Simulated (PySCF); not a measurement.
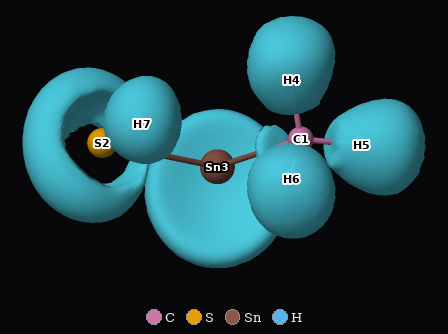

CH$_{4}$SSn (SMILES [CH3][Sn]#[SH]). Isosurface of the ELF at 0.85 (cyan), seen from one side. Only the valence region is drawn (cores and ρ < 0.01 e/Å³ removed).

Geometry: BLYP-D3(BJ)/def2-SVP; core potentials replace the inner electrons of Sn.

Level of theory: Gaussian-basis quantum chemistry of an isolated molecule with PySCF, energy and nuclear gradient, functional PBE0 in PySCF.

The calculation's input:

```
from pyscf import gto, dft

mol = gto.M(
    atom='''
C   -1.874083  -0.211799  -1.395528
S   -1.535466  -2.539624  -3.969632
Sn  -3.002025  -0.617974  -3.308873
H   -1.899109  -1.117053  -0.754183
H   -2.310912   0.639217  -0.836295
H   -0.814676   0.017188  -1.633403
H   -0.715019  -2.479131  -2.879933
''',
    ecp={'Sn': 'def2-svp'},
    max_memory=3720,
    verbose=3,
    basis='def2-tzvpd',
    charge=0,
)

mf = dft.RKS(mol, xc='pbe0')
mf = mf.density_fit(auxbasis='def2-universal-jkfit')
mf.grids.level = 3
mf.max_cycle = 100
mf.conv_tol = 1e-09
mf.kernel()
if not mf.converged:
    mf = mf.newton().run(mf.mo_coeff, mf.mo_occ)

energy = mf.e_tot
print('E = %.10f Eh' % energy)
grad = mf.nuc_grad_method().kernel()
dip = mf.dip_moment()
pop, q = mf.mulliken_pop()
```

Command:

```sh
OMP_NUM_THREADS=2 python calc.py
```

> Identify the bonds, lone pairs and shells in this picture.

The ELF exceeds this value in four regions around hydrogen nuclei, one lobe of the valence shell of C pointing towards Sn (polar bonds), one lobe on Sn, pointing away from the bonds (lone pairs) and one region wrapped around S (its valence shell).

Values along the shortest contacts:
C–Sn (2.26 Å): the ELF peaks at about 0.90 in the valence shell of C, 0.8 Å from its nucleus, and drops to about 0.20 between the two atoms. Sn–S (2.51 Å): the ELF peaks at about 0.85 in the valence shell of S, 0.9 Å from its nucleus, and drops to about 0.15 between the two atoms.
